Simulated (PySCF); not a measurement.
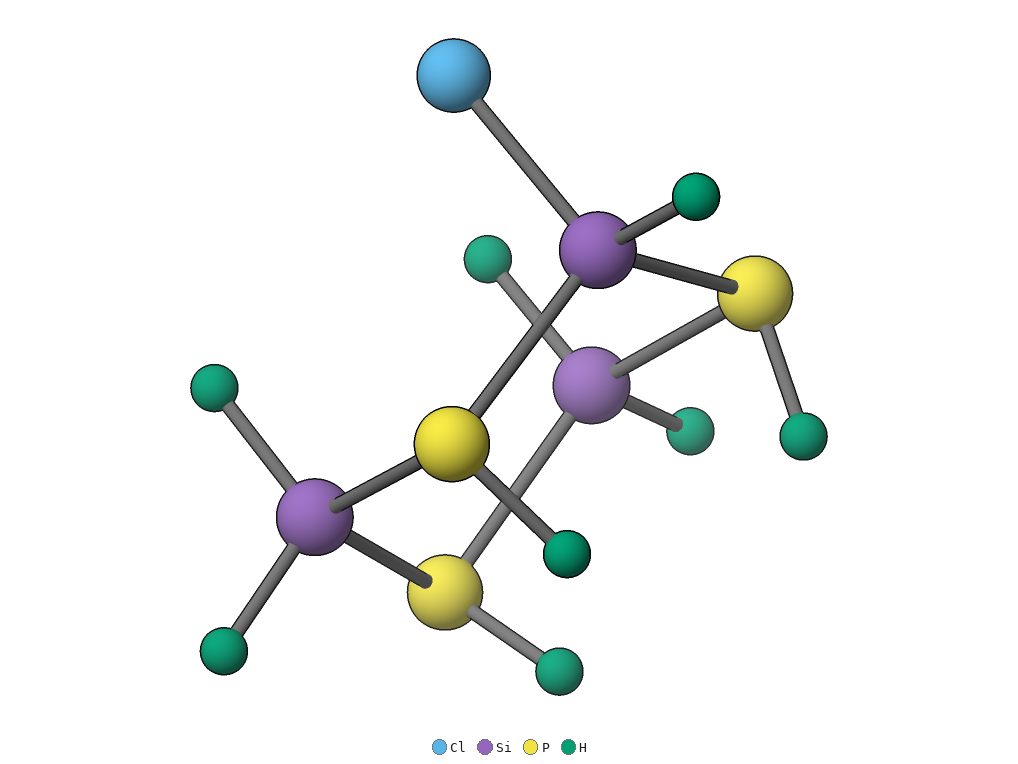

Computed geometry: GFN2-xTB optimisation. No frequency run is at hand to confirm it as a minimum.

Give the structural formula.

SMILES: Cl[SiH]1P[SiH2]P[SiH2]P1

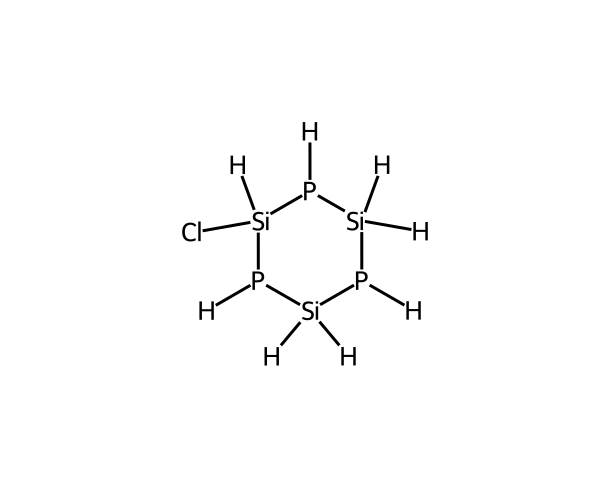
